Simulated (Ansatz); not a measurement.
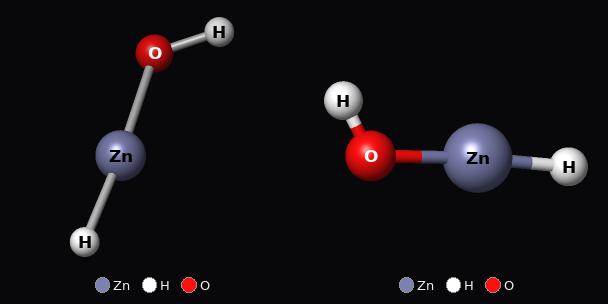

Two views of one molecule.

The computed structure is the end point of a PBE0-D4/def2-TZVP optimisation.

Question: Give the formula.

Answer: H₂OZn, 4 atoms: 2 hydrogen, 1 oxygen and 1 zinc.

Question: Count the bonded pairs by element.

Answer: 1 Zn–H, 1 O–Zn, 1 O–H. Sticks follow a distance rule.

More results for the same structure follow; atom numbers are the same in all pictures, views and colours differ.

### Vibrations

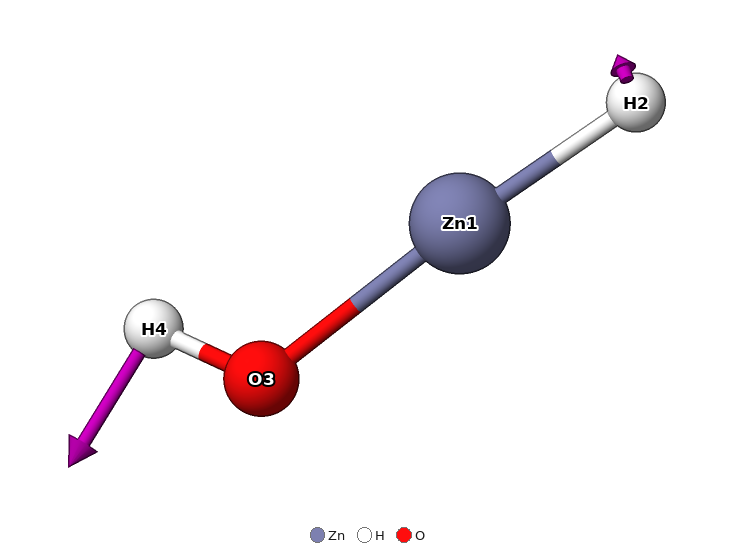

The arrows show one normal mode. Harmonic vibrations computed with RKS PBE0-D4/def2-TZVP (Ansatz 0.2.0) at a stationary point of the same level.

Question: Describe the motion.

Answer: Mostly H–O–Zn bending.

Question: Estimate its harmonic wavenumber.

Answer: 723 cm⁻¹; it is mode 4 of 6 counted from the lowest.

### Thermal motion

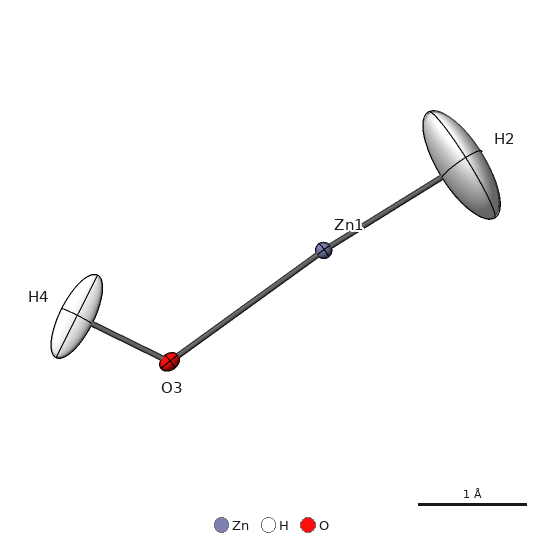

Displacement ellipsoids at the 50 % level, enlarged 1.5 times, from the internal vibrations of the free molecule (harmonic, no overall translation or rotation; no half-axis is drawn under 0.075 Å). Vibrations computed with RKS PBE0-D4/def2-TZVP (Ansatz 0.2.0). Temperature: 600 K.

Give the displacement parameters, one line for each set of equivalent atoms.

| atom | U_eq (Å²) | rms amplitudes (Å) |
| --- | --- | --- |
| Zn1 | 0.00007 | 0.007, 0.007, 0.011 |
| H2 | 0.0431 | 0.093, 0.243, 0.248 |
| O3 | 0.00075 | 0.011, 0.015, 0.043 |
| H4 | 0.0132 | 0.031, 0.068, 0.185 |

### Charges

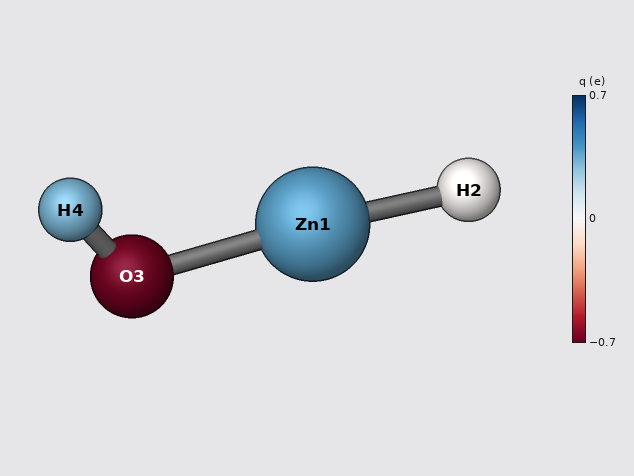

Atoms are coloured by their Mulliken charges. Method: RKS PBE0-D4/def2-TZVP (Ansatz 0.2.0).

List the Mulliken charges.

| atom | value (e) |
| --- | --- |
| Zn1 | 0.37 |
| H2 | −0.01 |
| O3 | −0.68 |
| H4 | 0.32 |

### Dipole moment

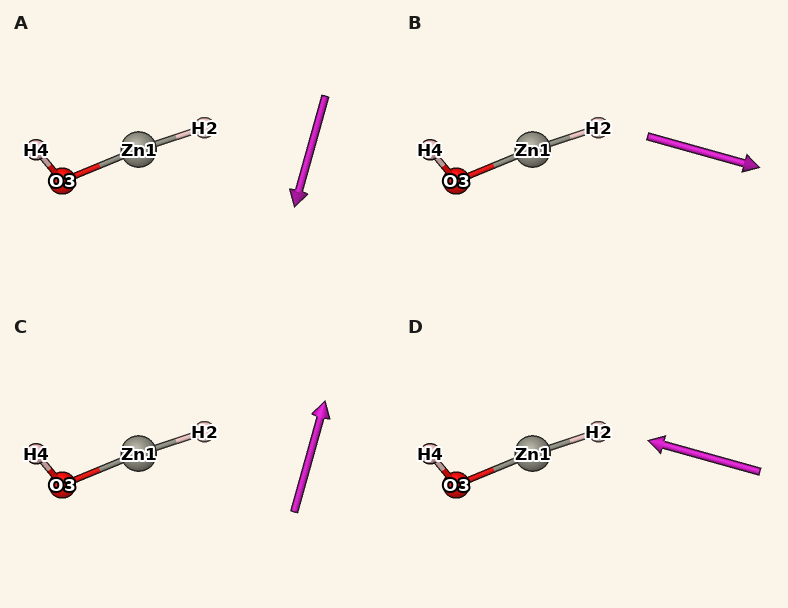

The same molecule four times, each with an arrow. Properties computed with RKS PBE0-D4/def2-TZVP (Ansatz 0.2.0).

Question: Which arrow points along the dipole moment, from the negative to the positive end?

Answer: C. The dipole moment is 1.52 D; it points from the side of O3 to the side of H2 (the outermost atoms at the two ends).

Mulliken values depend strongly on the basis set and can even reverse the polarity of a bond.
